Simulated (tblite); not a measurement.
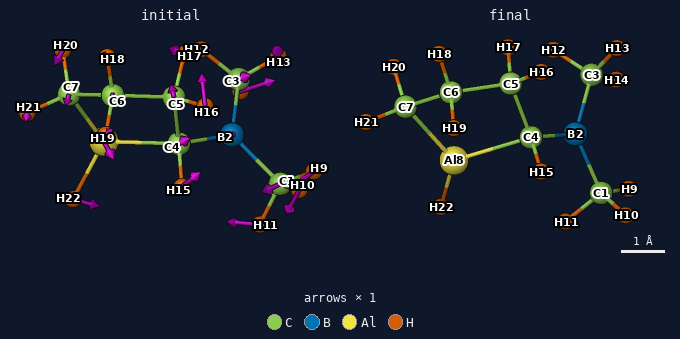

The structure of C₆H₁₄AlB before (left) and after (right) a relaxation, at one scale. The purple arrows give the displacements, at their true length.

The picture is a ball-and-stick view, seen at a tilt.

All numbers below come from GFN2-xTB geometry optimisation, gas phase (tblite 0.8.0). 

Summarise the run.

Answer. Over 121 geometry steps the energy falls by 0.754 eV. The largest move after the best rigid fit is that of H14, 0.99 Å. By element the largest moves are H 0.99 Å, Al 0.63 Å, C 0.61 Å, B 0.11 Å. Among the contacts that change: B2–C4 1.601 → 1.540 Å, Al8–H22 1.593 → 1.543 Å, C4–Al8 1.973 → 2.022 Å, C3–H12 1.121 → 1.090 Å. Bond angles that change, for instance: C7–Al8–H22 120.0° → 134.1°, Al8–C7–H21 111.2° → 120.3°, B2–C4–C5 113.6° → 122.0°. Groups turn about B2–C3 by about 50°, B2–C4 by about 40°. The run took 1.9 s on 1 thread of Arm Neoverse N1, on a shared host.
